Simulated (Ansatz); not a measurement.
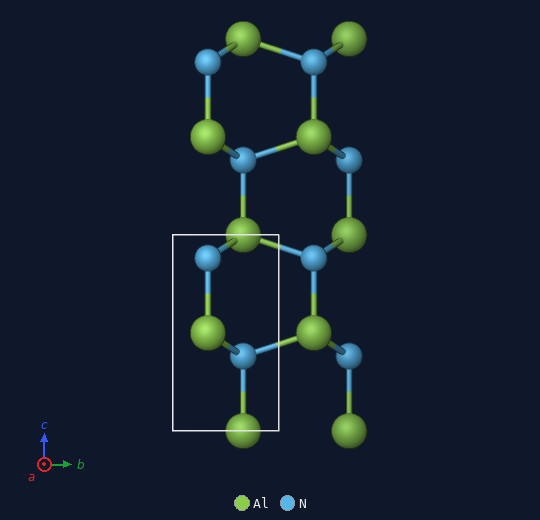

The picture looks along a close-packed row of the hexagonal mesh; c points upwards. Every atom sits on one of the three columns of the mesh; call them A, B, C in the order in which they first turn up. The sequence starts with the first layer at or above the cell's origin.

AlN: the input geometry of an electronic-structure calculation (not necessarily at equilibrium).

Q: Read off the stacking sequence over one period.

A: Al(A) – N(A) – Al(B) – N(B) (four layers in 4.98 Å).

Q: How are the N layers alone stacked?

A: N layers alone: AB, the hexagonal close-packed type.

Q: Which positions between or in the N layers do the other atoms fill?

A: Al: two tetrahedral sites in each hexagonal cell.

Q: What short polytype symbol fits?

A: Polytype symbol 2H, the symbol of a tetrahedral polytype (number of double layers in the repeat and lattice).
